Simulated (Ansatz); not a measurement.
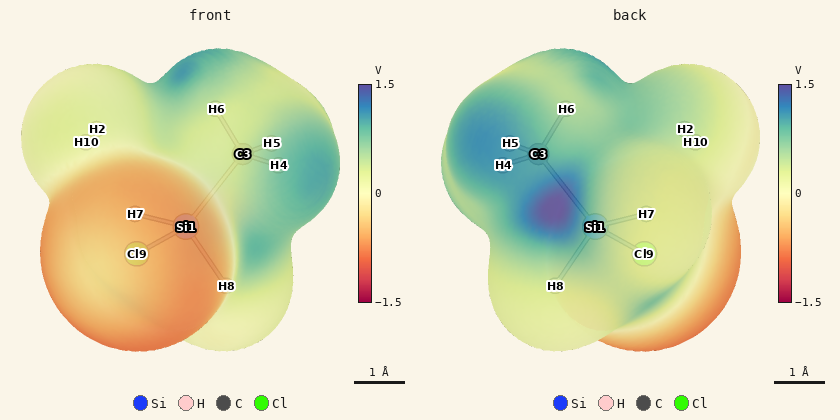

The picture shows: CH5ClSi···H2. The molecular electrostatic potential painted on the density surface at 0.002 e/bohr³, seen from the front and from behind; red is negative and blue positive.

Not at a stationary point (largest force 1.5 eV/Å).

These are results of RKS r2SCAN/6-31G* in Ansatz, not measurements.

Input

```
crystal:
  periodic: [false, false, false]
  atoms:
    - { symbol: Si, position_ang: [0.0, 0.0, 0.0] }
    - { symbol: H, position_ang: [0.0, 0.0, 1.81] }
    - { symbol: C, position_ang: [1.7634, 0.0, -0.6227] }
    - { symbol: H, position_ang: [2.1111, -1.0463, -0.7509] }
    - { symbol: H, position_ang: [1.8119, 0.5276, -1.5981] }
    - { symbol: H, position_ang: [2.4154, 0.5187, 0.1108] }
    - { symbol: H, position_ang: [-0.6877, 1.1914, -0.4862] }
    - { symbol: H, position_ang: [-0.6877, -1.1914, -0.4862] }
    - { symbol: Cl, position_ang: [-2.306, 0.0, 0.7662] }
    - { symbol: H, position_ang: [-0.9541, 0.0, 1.8716] }
basis:
  gaussian: { orbitals: "6-31G*" }
hamiltonian:
  xc: r2scan
relax:
  f_tol: 0.15
  max_steps: 25
  restrain:
    - { distance: [0, 8], at: 2.13, k: 30.0 }
    - { distance: [9, 1], at: 0.66, k: 30.0 }
    - { distance: [0, 1], at: 2.66, k: 30.0 }
    - { distance: [9, 8], at: 2.57, k: 30.0 }
output:
  orbitals: {}
```

Run with:

```sh
ansatz run input.yaml --threads 1 --pin off --max-ram 2048MiB --backend cpu --events-out ev --progress --plain --runs-dir out
```

The fields are those of the run's last geometry, not of the input's.

> Which sites attract a positive test charge, and which a negative one?

A positive charge is drawn to the negative regions and a negative charge to the positive ones. The most negative region (about −0.8 V, or −18 kcal/mol for a unit charge) lies over Cl9, the most positive (about +1.4 V, or +32 kcal/mol for a unit charge) over Si1.
